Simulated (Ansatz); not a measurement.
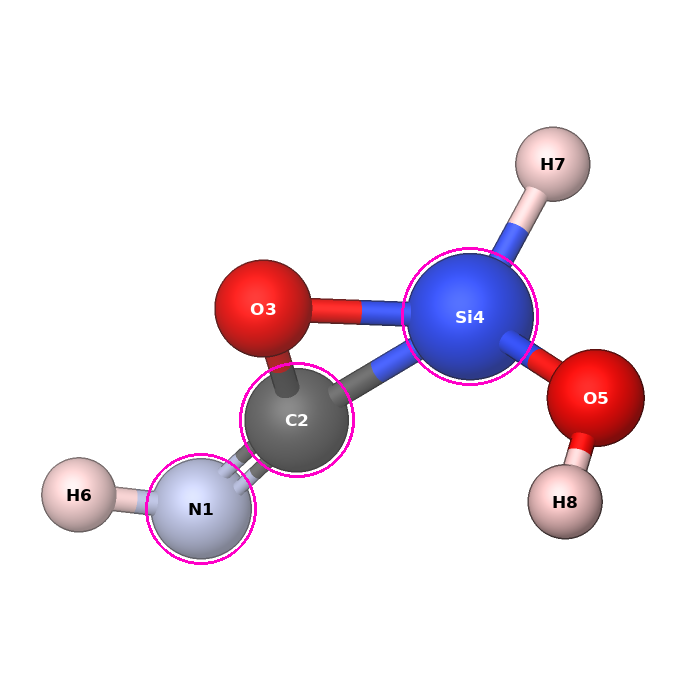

Distant atoms are faded towards the background colour. Circles mark the stereogenic atoms. The geometry was computed by an optimisation with PBE0-D4/def2-TZVP.

### Give the R/S and E/Z labels.

Si4: R (priorities O3 > O5 > C2 > H7); N1=C2: E.

### Give a SMILES with the stereochemistry.

[H]/N=C1\O[Si@H]1O
